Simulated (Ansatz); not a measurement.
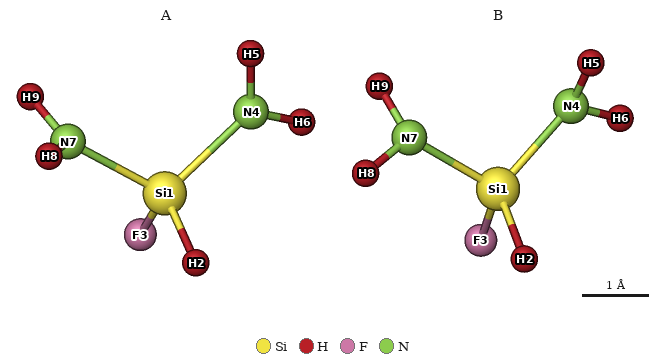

Two geometries of SiN$_{2}$H$_{5}$F, drawn at one scale. One is the start of a relaxation, the other its converged end. A ball-and-stick model, seen at a tilt.

The calculation used RKS BLYP-D4/6-31G* in Ansatz 0.2.0. Set-up: no spin polarisation; force threshold 0.02 eV/Å; at most 40 steps.

### Which geometry has the lower energy?

Structure B is the relaxed one. The run prepares the start of a later molecular dynamics calculation, from a guessed geometry. The atom that moves furthest after the best rigid fit is H8 (0.50 Å). By element the largest moves are H 0.50 Å, N 0.24 Å, F 0.17 Å, Si 0.10 Å. Near-neighbour distances that change, for instance: Si1–N7 1.819 → 1.723 Å, Si1–N4 1.819 → 1.729 Å, Si1–F3 1.590 → 1.634 Å, N4–H5 1.060 → 1.020 Å. Bond angles that change, for instance: H2–Si1–N4 109.5° → 120.3°, H5–N4–H6 120.0° → 111.4°, H8–N7–H9 120.0° → 111.6°. After 9 geometry steps the energy has fallen by 59.3 kJ/mol. The largest force component goes from 3.4 to 0.015 eV/Å. Cost: 14 s on 1 thread of Intel(R) Xeon(R) 6975P-C (Granite Rapids), on a shared host, peak memory 0.13 GiB.
